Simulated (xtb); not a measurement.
## Run report: C2H7FGeO, energy and gradient calculation

- system: C2H7FGeO, SMILES OC[CH](F)[GeH3]
- method: GFN2-xTB (xtb 6.7.1)

A bond length was changed on purpose from its optimised value.

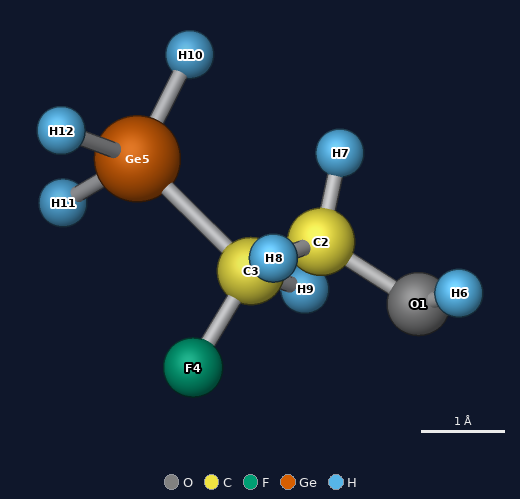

**Figure 1.** The input geometry (ball-and-stick view, seen at a tilt; atoms are numbered from 1 in the order of the input). Sticks mark near contacts. Bond lengths as drawn: C–C 1.52 Å, C–F 1.39 Å, C–Ge 1.99 Å, C–H 1.09 to 1.10 Å, C–O 1.41 Å, Ge–H 1.49 to 1.72 Å and H–O 0.96 Å.

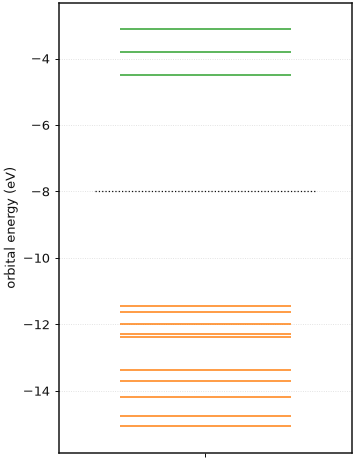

**Figure 2.** Orbital energies near the frontier; the dotted line parts filled from empty levels, and levels within 0.02 eV of each other stand side by side. Highest filled −11.44 eV, lowest empty −4.50 eV, 6.94 eV apart.

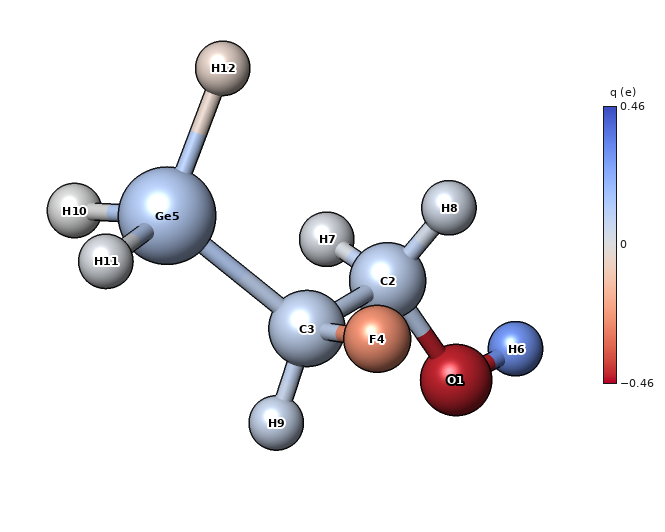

**Figure 3.** Mulliken charges, as the colour of each atom (ball-and-stick view, seen at a tilt; atoms are numbered from 1 in the order of the input). By element: O −0.43, C +0.08 to +0.09, F −0.24, Ge +0.11 and H −0.04 to +0.29 e.

The input that produced these results follows, with the program's output.

## Input (start.xyz)
```
12
start
O     -1.52380600    -0.65106300     1.77387800
C     -0.85191600     0.07929700     0.77736800
C      0.16495400    -0.81818300     0.09863800
F     -0.46595600    -1.60621300    -0.85650200
Ge     1.57506400     0.18042700    -0.88344200
H     -2.24947600    -0.12602300     2.12690800
H     -0.31899600     0.93776700     1.21979800
H     -1.54846600     0.45632700     0.01666800
H      0.57289400    -1.51563300     0.83686800
H      2.45261400     0.92983700     0.06647800
H      2.39201400    -0.78207300    -1.67430200
H      0.84646000     1.30379000    -1.95908000
```

## File xtb.inp
```
$chrg 0
$spin 0
$end
```

Run as:
```bash
xtb start.xyz --input xtb.inp --grad --json --gfn 2 > out.txt
```

## Output
```
* xtb version 6.7.1
   ID    Z sym.   atoms
    1    8 O      1
    2    6 C      2, 3
    3    9 F      4
    4   32 Ge     5
    5    1 H      6-12

           -------------------------------------------------
          |                Calculation Setup                |
           -------------------------------------------------

          program call               : xtb start.xyz --input xtb.inp --grad --json --gfn 2
          coordinate file            : start.xyz
          omp threads                :                     1

           -------------------------------------------------
          |                 G F N 2 - x T B                 |
           -------------------------------------------------

      * Hamiltonian:
        H0-scaling (s, p, d)           1.850000    2.230000    2.230000
        zeta-weighting                 0.500000
      * Dispersion:
        s8                             2.700000
        a1                             0.520000
        a2                             5.000000
        s9                             5.000000
      * Repulsion:
        kExp                           1.500000    1.000000
        rExp                           1.000000
      * Coulomb:
        alpha                          2.000000
        third order                    shell-resolved
        anisotropic                    true
        a3                             3.000000
        a5                             4.000000
        cn-shift                       1.200000
        cn-exp                         4.000000
        max-rad                        5.000000

          ...................................................
          :                      SETUP                      :
          :.................................................:
          :  # basis functions                  33          :
          :  # atomic orbitals                  32          :
          :  # shells                           18          :
          :  # electrons                        32          :
          :  max. iterations                   250          :
          :  Hamiltonian                  GFN2-xTB          :
          :  restarted?                      false          :
          :  GBSA solvation                  false          :
          :  PC potential                    false          :
          :  electronic temp.          300.0000000     K    :
          :  accuracy                    1.0000000          :
          :  -> integral cutoff          0.2500000E+02      :
          :  -> integral neglect         0.1000000E-07      :
          :  -> SCF convergence          0.1000000E-05 Eh   :
          :  -> wf. convergence          0.1000000E-03 e    :
          :  Broyden damping             0.4000000          :
          :  net charge                          0          :
          :  unpaired electrons                  0          :
          ...................................................

 iter      E             dE          RMSdq      gap      omega  full diag
   1    -18.5554615 -0.185555E+02  0.396E+00    5.54       0.0  T
   2    -18.5881430 -0.326815E-01  0.615E+00    7.67       1.0  T
   3    -18.6343173 -0.461743E-01  0.446E+00    7.24       1.0  T
   4    -18.6369315 -0.261417E-02  0.177E+00    7.34       1.0  T
   5    -18.6509025 -0.139710E-01  0.172E-01    6.97       1.0  T
   6    -18.6509325 -0.299649E-04  0.923E-02    6.95       1.0  T
   7    -18.6509452 -0.126976E-04  0.256E-02    6.94       1.1  T
   8    -18.6509458 -0.646761E-06  0.158E-02    6.94       1.8  T
   9    -18.6509459 -0.117449E-06  0.574E-03    6.94       5.0  T
  10    -18.6509460 -0.367738E-07  0.455E-04    6.94      63.4  T
  11    -18.6509460 -0.709409E-09  0.106E-04    6.94     271.7  T

   *** convergence criteria satisfied after 11 iterations ***

         #    Occupation            Energy/Eh            Energy/eV
      -------------------------------------------------------------
         1        2.0000           -0.8042124             -21.8837
       ...           ...                  ...                  ...
        10        2.0000           -0.5033979             -13.6982
        11        2.0000           -0.4914653             -13.3735
        12        2.0000           -0.4553262             -12.3901
        13        2.0000           -0.4514276             -12.2840
        14        2.0000           -0.4404015             -11.9839
        15        2.0000           -0.4268403             -11.6149
        16        2.0000           -0.4205597             -11.4440 (HOMO)
        17                         -0.1653455              -4.4993 (LUMO)
        18                         -0.1402888              -3.8175
        19                         -0.1146941              -3.1210
        20                         -0.0546945              -1.4883
        21                          0.0065870               0.1792
       ...                                ...                  ...
        32                          1.1496049              31.2823
      -------------------------------------------------------------
                  HL-Gap            0.2552141 Eh            6.9447 eV
             Fermi-level           -0.2929526 Eh           -7.9716 eV

 SCC (total)                   0 d,  0 h,  0 min,  0.017 sec
 SCC setup                      ...        0 min,  0.000 sec (  1.119%)
 Dispersion                     ...        0 min,  0.000 sec (  0.654%)
 classical contributions        ...        0 min,  0.000 sec (  0.274%)
 integral evaluation            ...        0 min,  0.003 sec ( 14.907%)
 iterations                     ...        0 min,  0.008 sec ( 48.802%)
 molecular gradient             ...        0 min,  0.005 sec ( 32.128%)
 printout                       ...        0 min,  0.000 sec (  1.843%)

         :::::::::::::::::::::::::::::::::::::::::::::::::::::
         ::                     SUMMARY                     ::
         :::::::::::::::::::::::::::::::::::::::::::::::::::::
         :: total energy             -18.537870467224 Eh    ::
         :: gradient norm              0.048647942269 Eh/a0 ::
         :: HOMO-LUMO gap              6.944730430244 eV    ::
         ::.................................................::
         :: SCC energy               -18.650940819614 Eh    ::
         :: -> isotropic ES            0.034723942491 Eh    ::
         :: -> anisotropic ES          0.001622156444 Eh    ::
         :: -> anisotropic XC         -0.002091651970 Eh    ::
         :: -> dispersion             -0.006129068481 Eh    ::
         :: repulsion energy           0.113070352390 Eh    ::
         :: add. restraining           0.000000000000 Eh    ::
         :: total charge              -0.000000000000 e     ::
         :::::::::::::::::::::::::::::::::::::::::::::::::::::

           -------------------------------------------------
          |                Property Printout                |
           -------------------------------------------------

    * Orbital Energies and Occupations

         #    Occupation            Energy/Eh            Energy/eV
      -------------------------------------------------------------
         1        2.0000           -0.8042124             -21.8837
       ...           ...                  ...                  ...
         4        2.0000           -0.6378529             -17.3569
         5        2.0000           -0.5953316             -16.1998
         6        2.0000           -0.5789292             -15.7535
         7        2.0000           -0.5536275             -15.0650
         8        2.0000           -0.5422705             -14.7559
         9        2.0000           -0.5216208             -14.1940
        10        2.0000           -0.5033979             -13.6982
        11        2.0000           -0.4914653             -13.3735
        12        2.0000           -0.4553262             -12.3901
        13        2.0000           -0.4514276             -12.2840
        14        2.0000           -0.4404015             -11.9839
        15        2.0000           -0.4268403             -11.6149
        16        2.0000           -0.4205597             -11.4440 (HOMO)
        17                         -0.1653455              -4.4993 (LUMO)
        18                         -0.1402888              -3.8175
        19                         -0.1146941              -3.1210
        20                         -0.0546945              -1.4883
        21                          0.0065870               0.1792
        22                          0.0118220               0.3217
        23                          0.0319953               0.8706
        24                          0.0584067               1.5893
        25                          0.1143434               3.1114
        26                          0.1585406               4.3141
        27                          0.1694286               4.6104
       ...                                ...                  ...
        32                          1.1496049              31.2823
      -------------------------------------------------------------
                  HL-Gap            0.2552141 Eh            6.9447 eV
             Fermi-level           -0.2929526 Eh           -7.9716 eV

     #   Z          covCN         q      C6AA      α(0)
     1   8 O        1.656    -0.434    21.510     6.261
     2   6 C        3.689     0.087    19.315     6.290
     3   6 C        3.566     0.082    20.001     6.513
     4   9 F        0.805    -0.241    11.667     4.035
     5  32 Ge       3.582     0.114   170.359    23.476
     6   1 H        0.805     0.293     0.743     1.354
     7   1 H        0.923     0.020     2.737     2.587
     8   1 H        0.923     0.037     2.489     2.467
     9   1 H        0.924     0.064     2.154     2.295
    10   1 H        0.939     0.001     3.043     2.727
    11   1 H        0.940     0.018     2.762     2.598
    12   1 H        0.782    -0.042     3.986     3.141

 Mol. C6AA /au·bohr⁶  :       1647.442017
 Mol. C8AA /au·bohr⁸  :      59512.096167
 Mol. α(0) /au        :         63.744711

Wiberg/Mayer (AO) data.
largest (>0.10) Wiberg bond orders for each atom

 ---------------------------------------------------------------------------
     #   Z sym  total        # sym  WBO       # sym  WBO       # sym  WBO
 ---------------------------------------------------------------------------
     1   8 O    1.962 --     2 C    1.000     6 H    0.899
     2   6 C    3.963 --     3 C    1.010     1 O    1.000     8 H    0.969
                             7 H    0.961
     3   6 C    3.875 --     2 C    1.010     9 H    0.955     4 F    0.924
                             5 Ge   0.819
     4   9 F    1.055 --     3 C    0.924
     5  32 Ge   3.472 --    11 H    0.844    12 H    0.843    10 H    0.843
                             3 C    0.819
     6   1 H    0.914 --     1 O    0.899
     7   1 H    1.000 --     2 C    0.961
     8   1 H    0.999 --     2 C    0.969
     9   1 H    0.996 --     3 C    0.955
    10   1 H    1.000 --     5 Ge   0.843
    11   1 H    0.999 --     5 Ge   0.844
    12   1 H    0.998 --     5 Ge   0.843
 ---------------------------------------------------------------------------

Topologies differ in total number of bonds
Writing topology from bond orders to xtbtopo.mol

molecular dipole:
                 x           y           z       tot (Debye)
 q only:        0.409       0.876       0.311
   full:        0.139       0.893       0.608       2.768
molecular quadrupole (traceless):
                xx          xy          yy          xz          yz          zz
 q only:        4.749      -3.629      -3.768      -2.796       0.763      -0.981
  q+dip:        5.207      -6.744      -3.438      -1.062       1.590      -1.769
   full:        5.481      -6.174      -3.921      -2.219       1.558      -1.559

           -------------------------------------------------
          | TOTAL ENERGY              -18.537870467224 Eh   |
          | GRADIENT NORM               0.048647942269 Eh/α |
          | HOMO-LUMO GAP               6.944730430244 eV   |
           -------------------------------------------------

------------------------------------------------------------------------
------------------------------------------------------------------------
 total:
 *  cpu-time:     0 d,  0 h,  0 min,  0.038 sec
 * ratio c/w:     1.000 speedup
 SCF:
 *  cpu-time:     0 d,  0 h,  0 min,  0.017 sec
 * ratio c/w:     1.000 speedup
```

## Standard error
```
normal termination of xtb
```

## Results in brief

```tsv
quantity	value
outcome	converged
electrons treated	32
total energy	−18.537870 hartree
dispersion energy	−0.006129 hartree
basis functions	33
largest force	1.815 eV/Å
HOMO	−11.44 eV
LUMO	−4.50 eV
dipole moment	2.77 D
hardware	1 thread of AMD EPYC 7571, 176 GiB of memory available, shared host
peak memory	0.067 GiB
```
